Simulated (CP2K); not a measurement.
2-borylthiazole has these distinct C atoms: C2 (bonded to B, N and S), C4 (bonded to C, N and H) and C5 (bonded to C, S and H).

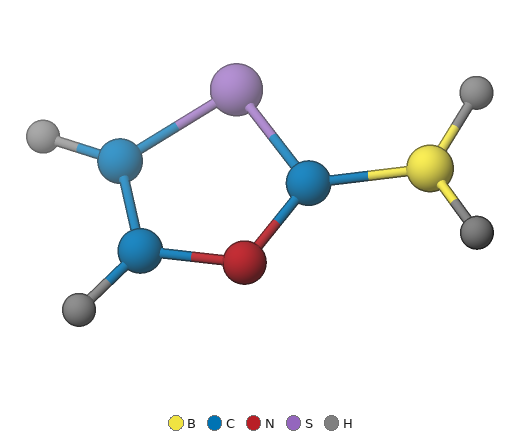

The molecule (boron yellow, carbon blue, nitrogen red, sulfur purple, hydrogen grey).

```xyz
10

B     2.1854    0.1329   -0.0502
C     0.6652    0.0313   -0.0134
N    -0.0726   -1.0832    0.0135
C    -1.3991   -0.8078    0.0384
C    -1.7359    0.5417    0.0326
S    -0.3304    1.4855   -0.0074
H     2.7019    1.2120   -0.0780
H     2.8365   -0.8680   -0.0502
H    -2.1207   -1.6226    0.0626
H    -2.7304    0.9781    0.0520
```

Their partial C K spectra (CP2K XAS_TDP, all-electron GAPW, PBEh(45%), aug-cc-pVDZ, TDA, GW2X-corrected core level, no relativity) are given in random order, each times the number of alike atoms.

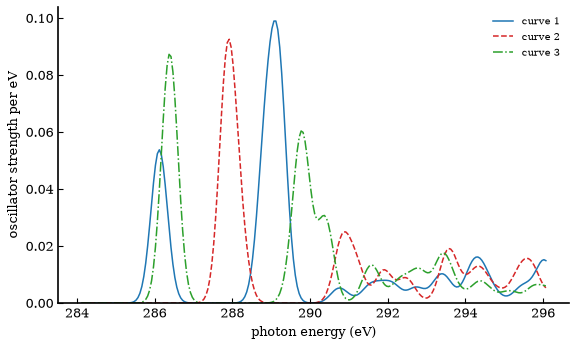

Gaussian full width 0.5 eV, oscillator strength per eV, alike atoms added, rows of zeros left out.

Q: Which curve belongs to which atom?

Curve 1: C2 (bonded to B, N and S), leading line at 286.12 eV (f = 0.029 an atom), ionisation energy 292.40 eV, term value 6.28 eV. Curve 2: C4 (bonded to C, N and H), leading line at 287.88 eV (f = 0.044 an atom), ionisation energy 292.82 eV, term value 4.94 eV. Curve 3: C5 (bonded to C, S and H), leading line at 286.39 eV (f = 0.047 an atom), ionisation energy 292.58 eV, term value 6.19 eV. The leading line of an atom is its first one with 35 % of the strongest within 2.5 eV of its lowest line over the strength cut. A line lies at the core ionisation energy, which rises as an atom loses charge to its neighbours or to a π system, less the term value, which is large for a low π* or σ* orbital with weight on that atom.

[Banner, clock and machine lines of the logs are left out without a mark of their own.]

[Logs are printed without paths, hosts, clocks, repeated set-up lines and the standing remarks that a program may print on its own settings, such as how far it seeks lower states.]

[Hosts, paths, dates, database ids (printed as entryN), source tags and the programs' standing remarks are cut or masked in the printed files.]
